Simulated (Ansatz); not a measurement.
A series of calculations on C3H8Si2

### Relaxation

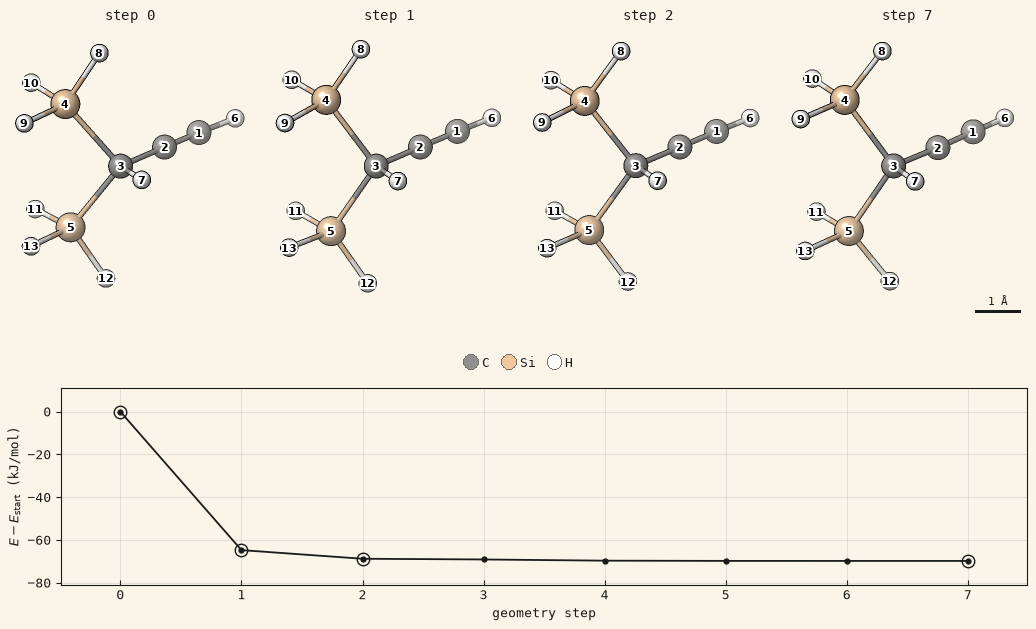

Frames of a relaxation of C3H8Si2, marked on the history of the run. A ball-and-stick model, seen at a tilt.

The run prepares an end point of a later path (torsion) calculation, from a guessed geometry.

Theory: Ansatz 0.2.0, RKS PBE0/cc-pVDZ. (no spin polarisation; force threshold 0.015 eV/Å; at most 40 steps)

What happens along the run?

The largest moves after the best rigid fit, 0.17 Å, are those of H6 and H12. By element the largest moves are H 0.17 Å, C 0.11 Å, Si 0.11 Å. Among the contacts that change: Si4–H9 1.415 → 1.500 Å, C1–C2 1.139 → 1.214 Å, Si5–H13 1.428 → 1.500 Å, C1–H6 1.137 → 1.072 Å. Bond angles that change, for instance: Si4–C3–Si5 103.3° → 112.5°, C2–C3–Si5 115.3° → 109.9°, C2–C3–Si4 114.4° → 109.9°. The energy falls by 69.8 kJ/mol in 7 geometry steps. The largest force component goes from 10 to 0.0072 eV/Å. Cost: 22 s on 2 threads of Intel(R) Xeon(R) Platinum 8559C (Emerald Rapids), with other jobs on the host, peak memory 0.3 GiB. From step 0 to 1: H12 moves most (0.14 Å), energy −64.7 kJ/mol. From step 1 to 2: H8 moves most (0.06 Å), energy −4.04 kJ/mol. From step 2 to 7: H6 moves most (0.10 Å), energy −1.02 kJ/mol.

### Relaxation

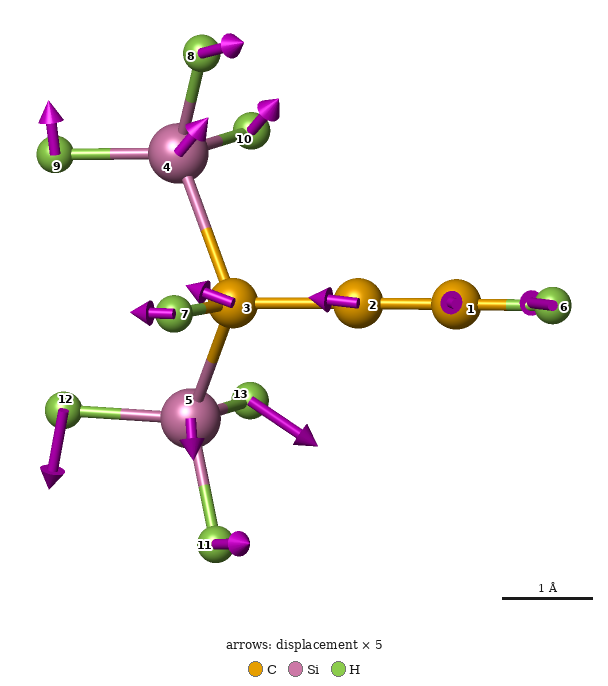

This is a relaxation of C₃H₈Si₂. The starting structure is drawn; purple arrows show the displacements, 5 times their true length. The two geometries are superimposed by the best rigid fit.

Style: ball-and-stick. Shown at a tilt.

The run prepares an end point of a later path (torsion) calculation, from a guessed geometry.

Theory: RKS PBE0/cc-pVDZ in Ansatz 0.2.0.

Input file:
```yaml
crystal:
  periodic: [false, false, false]
  atoms:
    - { symbol: C, position_ang: [-2.1135, 1.613, -0.0031] }
    - { symbol: C, position_ang: [-1.1729, 1.0118, -0.2271] }
    - { symbol: C, position_ang: [0.0205, 0.2344, -0.518] }
    - { symbol: Si, position_ang: [1.497, 0.5204, 0.7324] }
    - { symbol: Si, position_ang: [-0.2109, -1.6234, -0.4952] }
    - { symbol: H, position_ang: [-3.0429, 2.2451, 0.1701] }
    - { symbol: H, position_ang: [0.4507, 0.5163, -1.4927] }
    - { symbol: H, position_ang: [1.8312, 1.9661, 0.7695] }
    - { symbol: H, position_ang: [2.6593, -0.214, 0.3987] }
    - { symbol: H, position_ang: [1.0303, 0.1079, 2.1355] }
    - { symbol: H, position_ang: [-1.24804, -2.05975, -1.52189] }
    - { symbol: H, position_ang: [1.04115, -2.26505, -0.83632] }
    - { symbol: H, position_ang: [-0.57829, -2.10666, 0.79691] }
basis:
  gaussian: { orbitals: cc-pVDZ }
hamiltonian:
  xc: pbe0
relax:
  f_tol: 0.015
  max_steps: 40
```

Command:
```bash
ansatz run input.yaml --threads 2 --pin off --max-ram 3072MiB --backend cpu --events-out ev --progress --plain --runs-dir out
```

Describe the change and its energy.

Answer. The largest move after the best rigid fit is that of H12, 0.19 Å. Largest moves by element: H 0.19 Å, C 0.12 Å, Si 0.11 Å. Among the contacts that change: Si4–H9 1.415 → 1.500 Å, C1–C2 1.139 → 1.214 Å, Si5–H13 1.428 → 1.497 Å, C1–H6 1.137 → 1.072 Å. Among the angles between lasting bonds that change: Si4–C3–Si5 103.3° → 112.6°, C2–C3–Si5 115.3° → 110.0°, C2–C3–Si4 114.4° → 109.9°. The energy falls by 68.3 kJ/mol in 7 geometry steps. Largest force component: 10 eV/Å at the start, 0.0034 eV/Å at the end. The run took 22 s on 2 threads of Intel(R) Xeon(R) Platinum 8559C (Emerald Rapids) (shared host), peak memory 0.31 GiB.

### Path

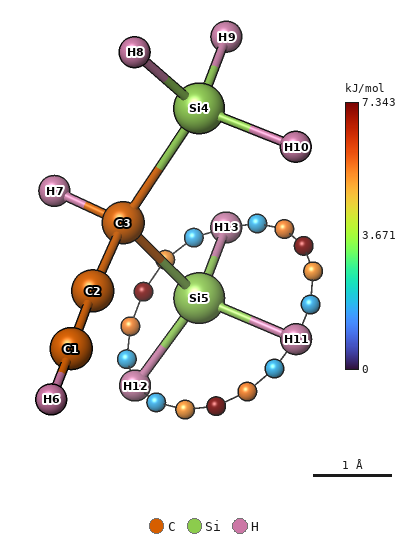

A nudged-elastic-band calculation for C$_{3}$H$_{8}$Si$_{2}$. Images are numbered from 0 (start) to 6 (end). The start is drawn whole; smaller spheres mark the moving atoms (H) in the later images, joined by lines and coloured by the energy of the image relative to the start. Style: ball-and-stick. Shown from a free direction.

These are results of RKS PBE0/cc-pVDZ (Ansatz), not measurements. Set-up: 5 movable images; climbing image; force threshold 0.05 eV/Å; iteration limit 60; starting path through a guess of the saddle point.

> Describe the path and its energy.

The motion is a rotation about the C3–Si5 bond by about 120°. No bond forms or breaks between the ends. Bond angles that change up to the highest image, for instance: C2–C3–Si5 109.9° → 112.1°. The two ends have the same energy, and the highest point, image 3, lies 7.3 kJ/mol above the start. The band is converged. At the top, the vibrational analysis gives one imaginary mode (130i cm⁻¹), as a transition state must have.

Cost: 85 s on 2 threads of Intel(R) Xeon(R) Platinum 8559C (Emerald Rapids) (shared host), peak memory 0.31 GiB.
